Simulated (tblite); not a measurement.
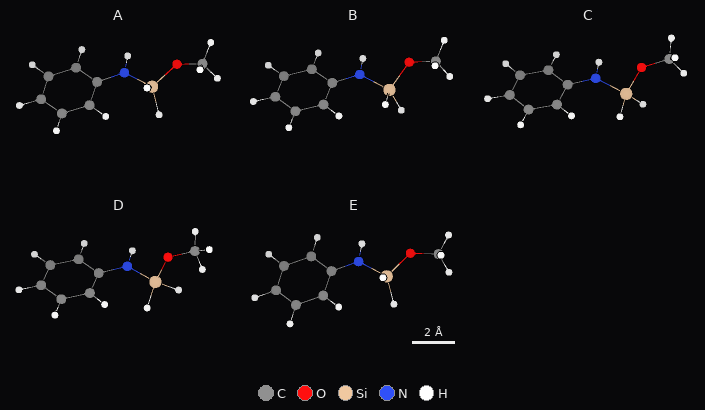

5 geometries from one relaxation of C7H11NOSi, in shuffled order. A ball-and-stick model, seen from a free direction.

These are results of tblite, GFN2-xTB geometry optimisation, gas phase, not measurements. 

> Order the frames from highest to lowest energy.

D, C, B, A, E. They are steps 0, 33, 59, 82, 158, at +116.4 kJ/mol, +22.2 kJ/mol, +10.8 kJ/mol, +4.58 kJ/mol relative to the last. After 158 geometry steps the energy has fallen by 116.4 kJ/mol. An H atom moves most after the best rigid fit: 1.83 Å. Largest moves by element: H 1.83 Å, O 1.25 Å, C 0.58 Å, N 0.51 Å, Si 0.46 Å. Near-neighbour distances that change, for instance: O–Si 1.735 → 1.623 Å, N–Si 1.768 → 1.717 Å, C–N 1.420 → 1.374 Å, H–N 1.048 → 1.010 Å. Among the angles between lasting bonds that change: C–O–Si 105.2° → 126.1°, O–Si–N 107.7° → 98.6°, H–Si–H 105.3° → 110.1°. Groups turn about C–O by about 85°, N–Si by about 75°, O–Si by about 65°.
